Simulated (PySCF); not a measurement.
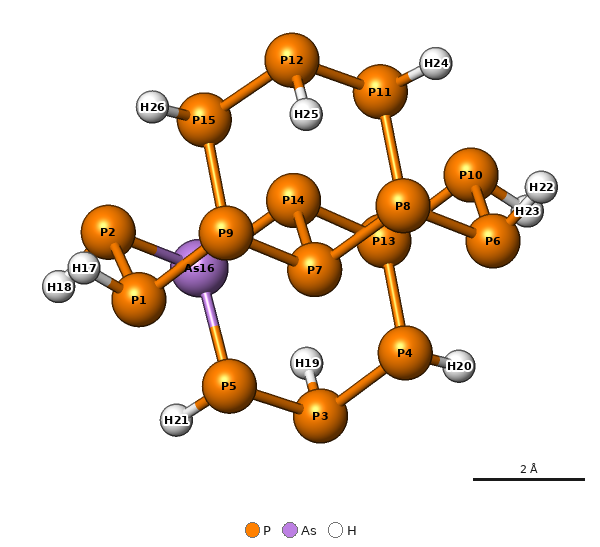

Fig. 1: The structure as given in the input (ball-and-stick view, seen at a tilt; atoms are numbered from 1 in the order of the input). Bond lengths as drawn: As–P 2.33 to 2.34 Å, H–P 1.40 to 1.41 Å and P–P 2.18 to 2.23 Å.

## Excited-state calculation, with input and output: AsP₁₅H₁₀

The run: excited-state calculation of AsP₁₅H₁₀. Method and program: TDDFT CAM-B3LYP/def2-SVP, vertical, gas phase, core orbitals frozen in the response, virtual orbitals cut by energy (PySCF 2.14.0).

The geometry comes from this level: GFN2-xTB.

### Input file
```
{"job": {"kind": "uv", "basis": "def2-SVP", "grid": 1, "kgrid": 0, "vcut": 1.5, "nstates": 6, "ntriplets": 2, "tda": false, "delta": ["ip_vertical"], "pop": true, "xc": "CAM-B3LYP"}, "charge": 0, "multiplicity": 1}
P     -3.255460    -1.027946     0.369744
P     -3.394550     1.057792    -0.277885
P      0.046000    -1.089324    -3.938556
P      1.607755    -1.136593    -2.417066
P     -1.630789    -1.130380    -2.533875
P      3.265621    -1.033716     0.349626
P     -0.010568    -0.989576     0.331543
P      1.625497    -0.996843     1.803626
P     -1.623581    -0.956681     1.822540
P      3.282167     1.036026    -0.367276
P      1.645290     1.106052     2.486433
P      0.017980     1.056638     3.940829
P      1.658484     0.998230    -1.838252
P      0.031772     1.127321    -0.354008
P     -1.587207     1.157144     2.463211
As    -1.715548     1.122880    -1.897462
H     -4.226232    -0.859360     1.366994
H     -4.379276     0.745255    -1.228320
H      0.077286     0.303182    -4.176529
H      2.630836    -0.934964    -3.356862
H     -2.571955    -0.927291    -3.556253
H      4.218363    -0.759258     1.341691
H      4.251963     0.750220    -1.339189
H      2.612448     0.805804     3.456460
H     -0.006049    -0.337858     4.133043
H     -2.583074     0.926515     3.423858
```

The first line tells a small driver script what to run in PySCF; the rest is the geometry in Å.

Launch command:
```bash
OMP_NUM_THREADS=2 python <driver script> task.json out
```

### Log
```
start: PBE on a coarse grid of 120296 points
cycle   1  E = -7357.7566650688  dE =  1.348e+00  |g| = 3.299e-01  |ddm| = 6.299e+00
cycle   2  E = -7357.7590537407  dE = -2.389e-03  |g| = 3.106e-01  |ddm| = 9.907e-01
cycle   3  E = -7357.7695318470  dE = -1.048e-02  |g| = 1.517e-01  |ddm| = 6.111e-01
cycle   4  E = -7357.7758311083  dE = -6.299e-03  |g| = 6.393e-02  |ddm| = 3.493e-01
cycle   5  E = -7357.7770994756  dE = -1.268e-03  |g| = 1.934e-02  |ddm| = 1.325e-01
cycle   6  E = -7357.7772325337  dE = -1.331e-04  |g| = 4.156e-03  |ddm| = 4.081e-02
final grid: 120296 points
cycle   7  E = -7360.5806944499  dE = -2.770e-02  |g| = 5.647e-02  |ddm| = 7.385e-01
cycle   8  E = -7360.5822200429  dE = -1.526e-03  |g| = 4.340e-02  |ddm| = 2.084e-01
cycle   9  E = -7360.5826993611  dE = -4.793e-04  |g| = 1.875e-02  |ddm| = 9.642e-02
cycle  10  E = -7360.5828378904  dE = -1.385e-04  |g| = 6.387e-03  |ddm| = 5.082e-02
cycle  11  E = -7360.5828430002  dE = -5.110e-06  |g| = 9.720e-04  |ddm| = 1.406e-02
cycle  12  E = -7360.5828454984  dE = -2.498e-06  |g| = 4.051e-04  |ddm| = 3.219e-03
cycle  13  E = -7360.5828435467  dE =  1.952e-06  |g| = 1.448e-04  |ddm| = 1.279e-03
cycle  14  E = -7360.5828446636  dE = -1.117e-06  |g| = 4.372e-05  |ddm| = 4.593e-04
converged SCF energy = -7360.5828446636
Vertical ionisation energy (delta-SCF) = 7.5613 eV   <S^2> = 0.765

Static polarisability (au): isotropic 354.433, principal 246.068 405.116 412.114

Singlet excitations
state   eV       nm        f      main configurations
  1   3.8919    318.6   0.13730   H->L 0.87
  2   4.1794    296.7   0.00070   H-1->L 0.75, H-2->L 0.10
  3   4.2606    291.0   0.00935   H-2->L 0.63, H->L+1 0.13
  4   4.2788    289.8   0.00438   H->L+1 0.62, H-2->L 0.11, H->L+2 0.11
  5   4.3364    285.9   0.04328   H-3->L 0.73
  6   4.4398    279.3   0.00009   H->L+2 0.74, H->L+1 0.10

Triplet excitations (Tamm-Dancoff, eV): 3.1681 3.6061
```

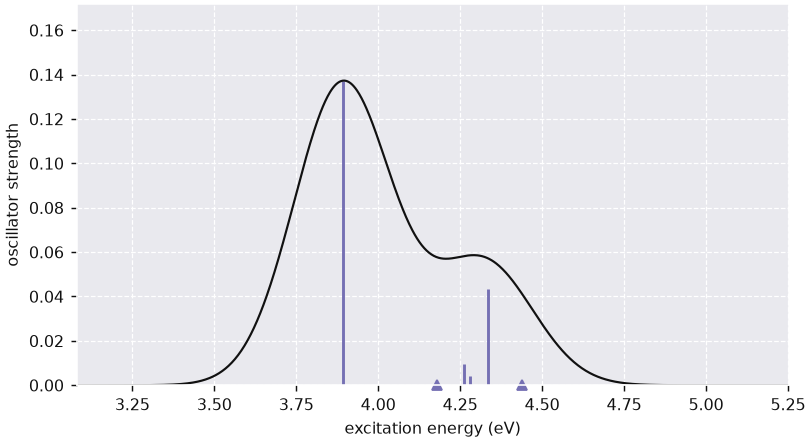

Fig. 2: Computed excitations as sticks (degenerate states added up, dark ones marked on the axis), with a Gaussian envelope of 0.35 eV full width at half maximum, scaled to the tallest. Of the 6 states the lowest lies at 3.89 eV (f = 0.137); the strongest line is at 3.89 eV, or 319 nm (f = 0.137).

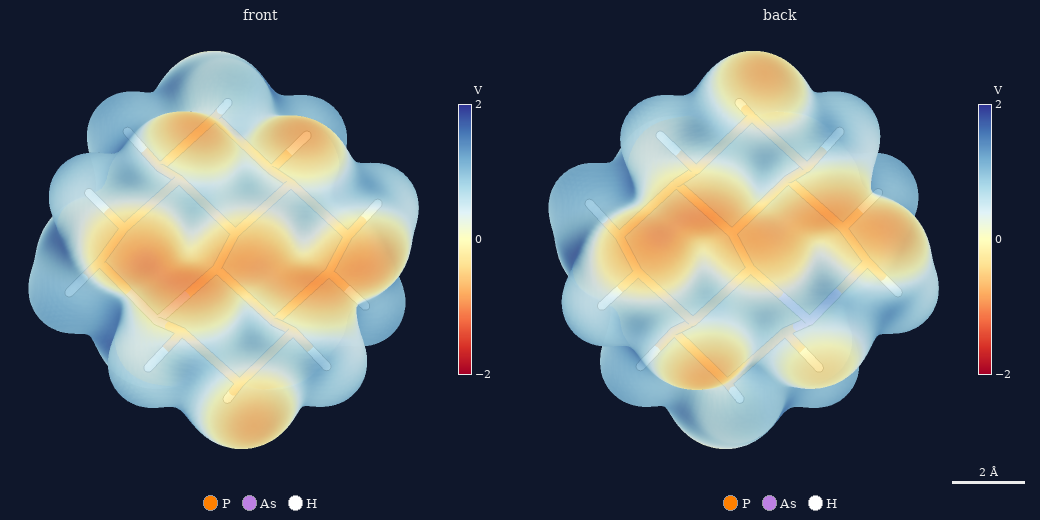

Fig. 3: The molecular electrostatic potential painted on the density surface at 0.004 e/bohr³, seen at a tilt and from behind; red is negative and blue positive. A positive charge is drawn to the negative regions and a negative charge to the positive ones.

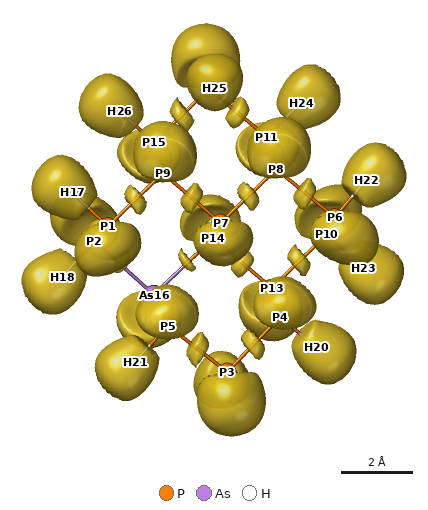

Fig. 4: Isosurface of the ELF at 0.85 (yellow), seen at a tilt. Only the valence region is drawn (cores and ρ < 0.01 e/Å³ removed). Values along the shortest contacts: P–P (2.18 Å): the ELF peaks at about 0.95 between the atoms (a covalent bond).

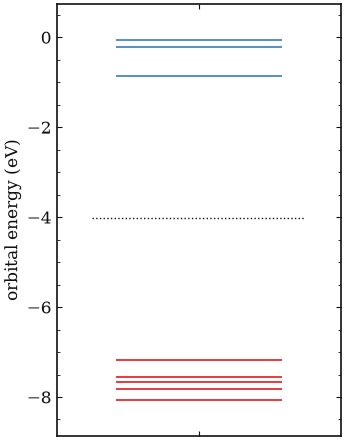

Fig. 5: Orbital energies near the frontier; the dotted line parts filled from empty levels, and levels within 0.02 eV of each other stand side by side. Highest filled −7.17 eV, lowest empty −0.86 eV, 6.31 eV apart.

### Key numbers

- outcome: converged
- total energy: −7360.582845 hartree
- HOMO: −7.17 eV
- LUMO: −0.86 eV
- dipole moment: 0.29 D
- mean polarisability: 354.43 a.u.
- vertical ionisation energy: 7.56 eV
- lowest singlet excitation: 3.89 eV
- hardware: 2 CPU threads, shared host
- wall time: 2.4 min (CPU time 4.6 min)
- peak memory: 1.6 GiB

### Remarks

Spin–orbit coupling is left out, which matters for the heavy atoms.
